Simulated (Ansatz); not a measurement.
A series of calculations on C3H7N

Part 1: Relaxation

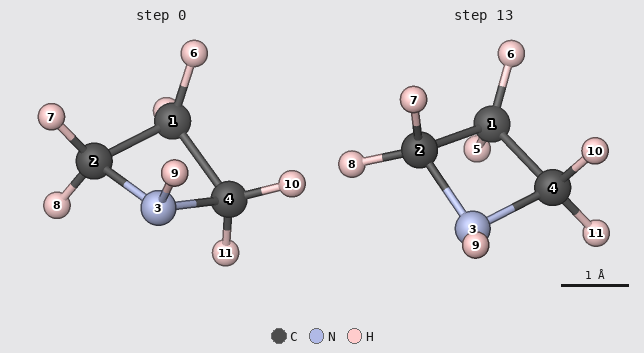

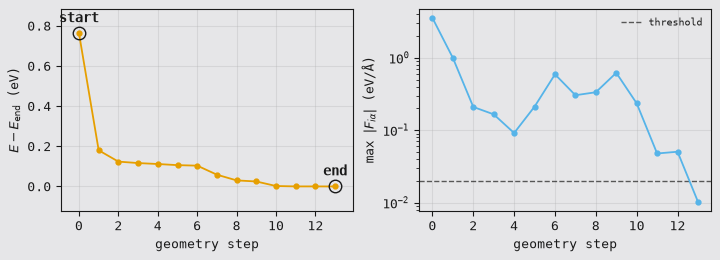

First and last geometry of a relaxation of C₃H₇N, with the history of the run. The picture is a ball-and-stick view, seen from a free direction.

The run prepares an end point of a later path (hydrogen shift) calculation, from a guessed geometry.

Level of theory: RKS PBE/def2-SVP (Ansatz). Set-up: no spin polarisation; force threshold 0.02 eV/Å; at most 50 steps.

What do the curves and the structures tell?

Answer. It converged. H9 moves most after the best rigid fit: 1.17 Å. Largest moves by element: H 1.17 Å, N 0.49 Å, C 0.23 Å. Among the contacts that change: C4–H10 1.030 → 1.119 Å, N3–H9 1.083 → 1.027 Å, C1–C2 1.498 → 1.549 Å, C2–H8 1.062 → 1.113 Å. Among the angles between lasting bonds that change: C1–C4–H11 108.8° → 117.9°, H10–C4–H11 114.7° → 107.9°, C1–C2–H7 117.3° → 111.5°. The energy falls by 0.763 eV in 13 geometry steps. The largest force component goes from 3.5 to 0.01 eV/Å. The run took 26 s on 2 threads of Intel(R) Xeon(R) Platinum 8259CL CPU @ 2.50GHz (Skylake/Cascade Lake), with other jobs on the host, peak memory 0.19 GiB.

Part 2: Relaxation

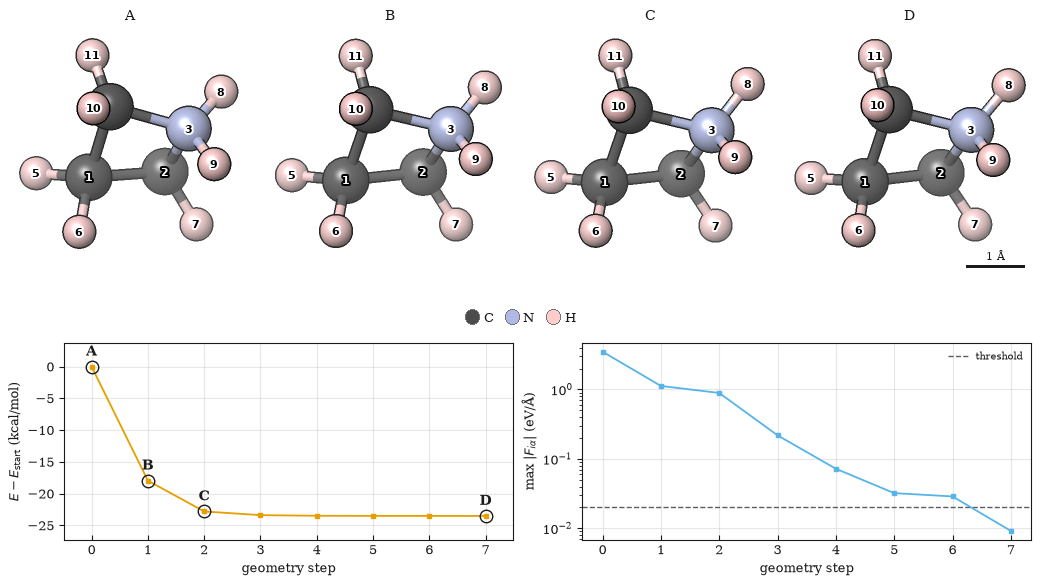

Frames of a relaxation of C3H7N, marked on the history of the run. Style: ball-and-stick. Shown at a tilt.

The run prepares an end point of a later path (hydrogen shift) calculation, from a guessed geometry.

Computed with RKS PBE/def2-SVP (Ansatz 0.2.0). Settings: no spin polarisation; force threshold 0.02 eV/Å; at most 50 steps.

### Describe the path.

After 7 geometry steps the energy has fallen by 23.5 kcal/mol. The largest force component goes from 3.5 to 0.0092 eV/Å. The largest move after the best rigid fit is that of an H atom, 0.40 Å. By element the largest moves are H 0.40 Å, C 0.12 Å, N 0.07 Å. Near-neighbour distances that change, for instance: C–H 1.030 → 1.112 Å, C–N 1.455 → 1.524 Å, C–N 1.474 → 1.511 Å, C–H 1.146 → 1.111 Å. Among the angles between lasting bonds that change: C–N–H 91.8° → 117.8°, H–N–H 121.7° → 105.8°, C–N–H 113.0° → 120.8°. The run took 13 s on 2 threads of Intel(R) Xeon(R) Platinum 8259CL CPU @ 2.50GHz (Skylake/Cascade Lake), with other jobs on the host, peak memory 0.18 GiB. From step 0 to 1: an H atom moves most (0.16 Å), energy −17.9 kcal/mol. From step 1 to 2: an H atom moves most (0.19 Å), energy −4.85 kcal/mol. From step 2 to 7: an H atom moves most (0.07 Å), energy −0.71 kcal/mol.

```tsv
step	E − E(0), kcal/mol	largest force component, eV/Å
0	0.00	3.5027
1	-17.94	1.1254
2	-22.79	0.8913
3	-23.37	0.2186
4	-23.47	0.0721
5	-23.49	0.0321
6	-23.50	0.0288
7	-23.50	0.0092
```

Part 3: Path

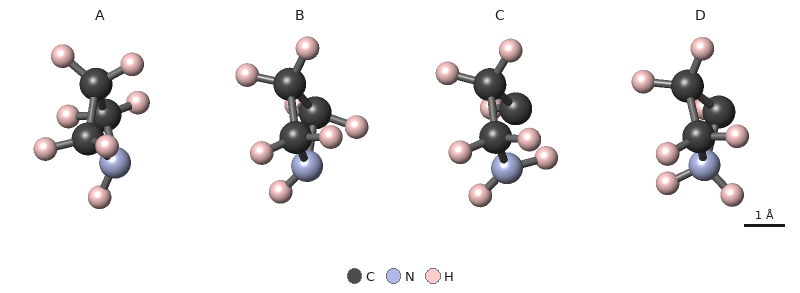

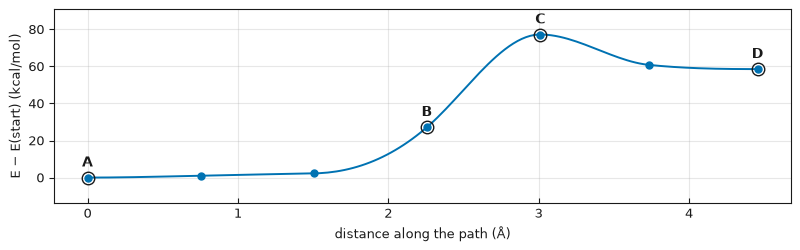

A nudged-elastic-band calculation for C3H7N. Images are numbered from 0 (start) to 6 (end). Frames A to D are images 0, 3, 4, 6. A ball-and-stick model, seen from a free direction.

Method: RKS PBE/def2-SVP in Ansatz. Run with 5 movable images; climbing image; force threshold 0.05 eV/Å; iteration limit 60; starting path through a guess of the saddle point.

**What happens along the path, and what is the barrier?**

A hydrogen atom shifts from one atom to another. Breaking: C–H (1.11 → 2.20 Å). Forming: H–N (2.19 → 1.03 Å). The highest point, image 4, lies 77.2 kcal/mol above the start and 18.7 kcal/mol above the end; the end is at +58.5 kcal/mol relative to the start. The band converged in 9 iterations. The largest component of the band force went from 7.2 to 0.024 eV/Å. The climbing image converged on the top of the path. Its vibrational analysis gives one imaginary mode (1231i cm⁻¹), as a transition state must have.
